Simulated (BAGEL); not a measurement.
# singlet [GeSiH5]+, step by step

Aim: the energy (singlet [GeSiH5]+, HF/def2-SVP), then a single-point energy (doublet GeSiH5, NEVPT2(3,3)/def2-SVP), then the energy (doublet GeSiH5, CASPT2(3,3)/def2-SVP) of GeH5Si. 

The results are computed with BAGEL 1.2.2.

## 1. The molecule

[GeSiH5]+: 7 atoms, total charge +1, spin state singlet. As SMILES of the parent species, `[SiH2][GeH3]`. The Si1–H4 distance was set to 1.712 Å, away from the relaxed value. That shape belongs to the parent species and isn't relaxed for this state.

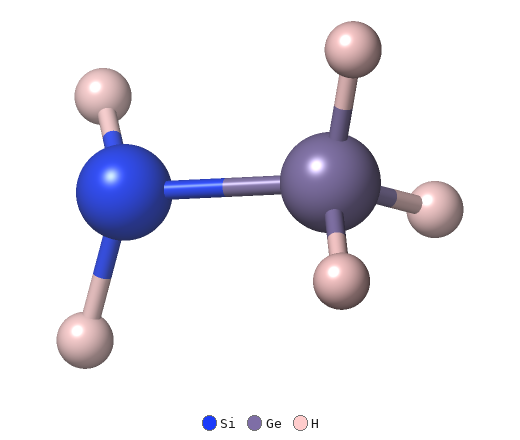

Viewed from a chosen angle; silicon blue, germanium purple, hydrogen pink.

## 2. The energy at HF/def2-SVP (density fitting with svp-jkfit) (run 1)

Contents of input.json:

```json
{ "bagel" : [

{
  "title" : "molecule",
  "basis" : "svp",
  "df_basis" : "svp-jkfit",
  "angstrom" : "false",
  "geometry" : [
    { "atom" : "Si", "xyz" : [     0.20706107,    -2.58784954,    -0.17214271 ] },
    { "atom" : "Ge", "xyz" : [     0.93158207,     1.83089706,    -0.04798771 ] },
    { "atom" : "H", "xyz" : [     0.71331870,    -3.87248536,     2.27939899 ] },
    { "atom" : "H", "xyz" : [    -2.75219713,    -3.37259421,    -1.21962924 ] },
    { "atom" : "H", "xyz" : [     0.45612697,     2.96926808,    -2.67716366 ] },
    { "atom" : "H", "xyz" : [    -0.81169028,     3.16920110,     1.86233643 ] },
    { "atom" : "H", "xyz" : [     3.68718070,     2.34943791,     0.70865864 ] }
  ]
},

{ "title" : "hf", "charge" : 1 },

{ "title" : "print", "file" : "orbitals.molden", "orbitals" : "true" }

]}
```

The run is started by

```
$ BAGEL_NUM_THREADS=1 BAGEL input.json > input.out
```

Output:

```text
* using 1 threads per process

  ===============================================================
  ===============================================================

  *** Geometry ***

  { "atom" : "Si", "xyz" : [      0.207061,     -2.587850,     -0.172143 ] },
  { "atom" : "Ge", "xyz" : [      0.931582,      1.830897,     -0.047988 ] },
  { "atom" : "H", "xyz" : [      0.713319,     -3.872485,      2.279399 ] },
  { "atom" : "H", "xyz" : [     -2.752197,     -3.372594,     -1.219629 ] },
  { "atom" : "H", "xyz" : [      0.456127,      2.969268,     -2.677164 ] },
  { "atom" : "H", "xyz" : [     -0.811690,      3.169201,      1.862336 ] },
  { "atom" : "H", "xyz" : [      3.687181,      2.349438,      0.708659 ] },

  Number of auxiliary basis functions:      484

  Since a DF basis is specified, we compute 2- and 3-index integrals:
    o Being stored without compression. Storage requirement is 0.022 GB

  Number of basis functions:       75
  Number of electrons      :       51

    * METHOD: MOLECULE                             0.22

  *** RHF ***

  === Nuclear Repulsion ===
   160.9388749674

      * DIIS with orbital gradients will be used.

  === RHF iteration (svp) ===
      0      -2366.42068305          0.01031731           0.07
      1      -2366.49436135          0.00272556           0.07
      2      -2366.49901088          0.00082643           0.07
      3      -2366.49951819          0.00023470           0.07
      4      -2366.49955377          0.00009763           0.07
      5      -2366.49956312          0.00003294           0.07
      6      -2366.49956525          0.00001181           0.07
      7      -2366.49956556          0.00000358           0.07
      8      -2366.49956558          0.00000081           0.07
      9      -2366.49956558          0.00000021           0.07
     10      -2366.49956558          0.00000006           0.07
     11      -2366.49956558          0.00000003           0.07
     12      -2366.49956558          0.00000001           0.07
     13      -2366.49956558          0.00000000           0.07
    * SCF iteration converged.

    * Permanent dipole moment:
           (    0.164536,     2.058953,     0.182498) a.u.

    * METHOD: HF                                   1.19

    * METHOD: PRINT                                0.02

  ===============================================================
```

It took 1.6 s on 1 thread of Arm Neoverse V1, shared host; peak memory 0.14 GiB.

## 3. Doublet neutral GeSiH5: a single-point energy at NEVPT2(3,3)/def2-SVP (density fitting with svp-jkfit) (run 2)

Contents of input.json:

```json
{ "bagel" : [

{
  "title" : "molecule",
  "basis" : "svp",
  "df_basis" : "svp-jkfit",
  "angstrom" : "false",
  "geometry" : [
    { "atom" : "Si", "xyz" : [  0.20706107, -2.58784954, -0.17214271 ] },
    { "atom" : "Ge", "xyz" : [  0.93158207,  1.83089706, -0.04798771 ] },
    { "atom" : "H", "xyz" : [  0.71331870, -3.87248536,  2.27939899 ] },
    { "atom" : "H", "xyz" : [ -2.75219713, -3.37259421, -1.21962924 ] },
    { "atom" : "H", "xyz" : [  0.45612697,  2.96926808, -2.67716366 ] },
    { "atom" : "H", "xyz" : [ -0.81169028,  3.16920110,  1.86233643 ] },
    { "atom" : "H", "xyz" : [  3.68718070,  2.34943791,  0.70865864 ] }
  ]
},
{
  "title" : "hf",
  "charge" : 1
},
{
  "title" : "casscf",
  "nstate" : 1,
  "nact" : 3,
  "nclosed" : 24,
  "nspin" : 1,
  "active" : [22, 26, 27],
  "maxiter" : 200,
  "natocc" : "true"
},
{
  "title" : "nevpt2",
  "nstate" : 1,
  "nact" : 3,
  "nclosed" : 24,
  "nspin" : 1,
  "active" : [22, 26, 27],
  "maxiter" : 200,
  "natocc" : "true",
  "ncore" : 14
},
{
  "title" : "print",
  "file" : "orbitals.molden",
  "orbitals" : "true"
}

]}
```

The run is started by

```
$ BAGEL_NUM_THREADS=1 BAGEL input.json > input.out
```

Output:

```text
* using 1 threads per process

  ===============================================================
  ===============================================================

  *** Geometry ***

  { "atom" : "Si", "xyz" : [      0.207061,     -2.587850,     -0.172143 ] },
  { "atom" : "Ge", "xyz" : [      0.931582,      1.830897,     -0.047988 ] },
  { "atom" : "H", "xyz" : [      0.713319,     -3.872485,      2.279399 ] },
  { "atom" : "H", "xyz" : [     -2.752197,     -3.372594,     -1.219629 ] },
  { "atom" : "H", "xyz" : [      0.456127,      2.969268,     -2.677164 ] },
  { "atom" : "H", "xyz" : [     -0.811690,      3.169201,      1.862336 ] },
  { "atom" : "H", "xyz" : [      3.687181,      2.349438,      0.708659 ] },

  Number of auxiliary basis functions:      484

[... 21 lines left out ...]
    * SCF iteration converged.
[... 1 line left out ...]
    * Permanent dipole moment:
[... 28 lines left out ...]
    * Second-order optimization converged. *
[... 11 lines left out ...]
     * ci vector, state   0, <S^2> = 0.7500
       2a.    -0.9908590110
       .a2    -0.1259655422

    * METHOD: CASSCF                               4.66

    * freezing 14 orbitals

  === DF-NEVPT2 calculation ===

    * 3-index integral transformation done
    * assembly done

      NEVPT2 correlation energy:   -0.3092003988      0.11

          (+0)     -0.2613123910
          (+0)'    -0.0076618300
          (+1)     -0.0063802536
          (+1)'    -0.0000822627
          (+2)     -0.0002161485
          (-1)     -0.0208305316
          (-1)'    -0.0020697804
          (-2)     -0.0106472009

      NEVPT2 total energy:       -2367.1198610071

    * METHOD: NEVPT2                               0.24

    * METHOD: PRINT                                0.02

  ===============================================================
```

It took 6.6 s on 1 thread of Arm Neoverse V1, shared host; peak memory 0.14 GiB.

## 4. Doublet neutral GeSiH5: the energy at CASPT2(3,3)/def2-SVP (density fitting with svp-jkfit) (run 3)

Contents of calc.json:

```json
{ "bagel" : [

{
  "title" : "molecule",
  "basis" : "svp",
  "df_basis" : "svp-jkfit",
  "angstrom" : false,
  "geometry" : [
    { "atom" : "Si", "xyz" : [     0.20706107,    -2.58784954,    -0.17214271 ] },
    { "atom" : "Ge", "xyz" : [     0.93158207,     1.83089706,    -0.04798771 ] },
    { "atom" : "H", "xyz" : [     0.71331870,    -3.87248536,     2.27939899 ] },
    { "atom" : "H", "xyz" : [    -2.75219713,    -3.37259421,    -1.21962924 ] },
    { "atom" : "H", "xyz" : [     0.45612697,     2.96926808,    -2.67716366 ] },
    { "atom" : "H", "xyz" : [    -0.81169028,     3.16920110,     1.86233643 ] },
    { "atom" : "H", "xyz" : [     3.68718070,     2.34943791,     0.70865864 ] }
  ]
},

{ "title" : "hf", "charge" : 1 },

{ "title" : "casscf", "nstate" : 1, "nact" : 3, "nclosed" : 24, "nspin" : 1, "active" : [22, 26, 27], "maxiter" : 200, "natocc" : true },

{ "title" : "print", "file" : "orbitals.molden", "orbitals" : true },

{ "title" : "smith", "method" : "caspt2", "ms" : true, "xms" : true, "sssr" : true, "shift" : 0.2, "shift_imag" : true, "ncore" : 14 }

]}
```

The run is started by

```
$ BAGEL_NUM_THREADS=1 BAGEL calc.json > calc.out
```

Output:

```text
* using 1 threads per process

  ===============================================================
  ===============================================================

  *** Geometry ***

  { "atom" : "Si", "xyz" : [      0.207061,     -2.587850,     -0.172143 ] },
  { "atom" : "Ge", "xyz" : [      0.931582,      1.830897,     -0.047988 ] },
  { "atom" : "H", "xyz" : [      0.713319,     -3.872485,      2.279399 ] },
  { "atom" : "H", "xyz" : [     -2.752197,     -3.372594,     -1.219629 ] },
  { "atom" : "H", "xyz" : [      0.456127,      2.969268,     -2.677164 ] },
  { "atom" : "H", "xyz" : [     -0.811690,      3.169201,      1.862336 ] },
  { "atom" : "H", "xyz" : [      3.687181,      2.349438,      0.708659 ] },

  Number of auxiliary basis functions:      484

[... 21 lines left out ...]
    * SCF iteration converged.
[... 1 line left out ...]
    * Permanent dipole moment:
[... 28 lines left out ...]
    * Second-order optimization converged. *
[... 11 lines left out ...]
     * ci vector, state   0, <S^2> = 0.7500
[... 16 lines left out ...]
    * Zeroth order energy : state  0       -1.0585735890
[... 4 lines left out ...]
       #      aibj      arbs      arbi      airj      risj      airs      arst      rist         Etot      error   time
[... 2 lines left out ...]
       0  -0.26080  -0.01317  -0.02252  -0.00728  -0.00033  -0.00725  -0.00197  -0.00009   -0.3134113  0.0012874   0.05
       1  -0.26097  -0.01325  -0.02260  -0.00741  -0.00037  -0.00745  -0.00202  -0.00009   -0.3141698  0.0002773   0.04
       2  -0.26098  -0.01325  -0.02261  -0.00742  -0.00037  -0.00745  -0.00202  -0.00010   -0.3142050  0.0000635   0.04
       3  -0.26098  -0.01325  -0.02261  -0.00742  -0.00037  -0.00746  -0.00202  -0.00010   -0.3142067  0.0000149   0.04
       4  -0.26098  -0.01325  -0.02261  -0.00742  -0.00037  -0.00746  -0.00202  -0.00010   -0.3142068  0.0000031   0.04
       5  -0.26098  -0.01325  -0.02261  -0.00742  -0.00037  -0.00746  -0.00202  -0.00010   -0.3142068  0.0000006   0.05

      ------------------------------------------------------------------------------------------------------------------

    * CASPT2 energy : state  0    -2367.1269319398
        w/o shift correction      -2367.1248673820
        reference weight              0.9038574372

    * METHOD: SMITH                                0.46

  ===============================================================
```

Run time: 6.6 s. Hardware: 1 thread of Arm Neoverse V1, shared host; peak memory 0.14 GiB.

## 5. What came out

| quantity | value |
| --- | --- |
| run 1, HF/def2-SVP: total energy | -2366.49957 Eh |
| run 1, HF/def2-SVP: HOMO energy | -17.21 eV |
| run 1, HF/def2-SVP: LUMO energy | -7.08 eV |
| run 1, HF/def2-SVP: HOMO–LUMO gap | 10.12 eV |
| doublet neutral GeSiH5, run 2: total energy | -2367.11986 Eh |
| doublet neutral GeSiH5, run 3: total energy | -2367.12693 Eh |
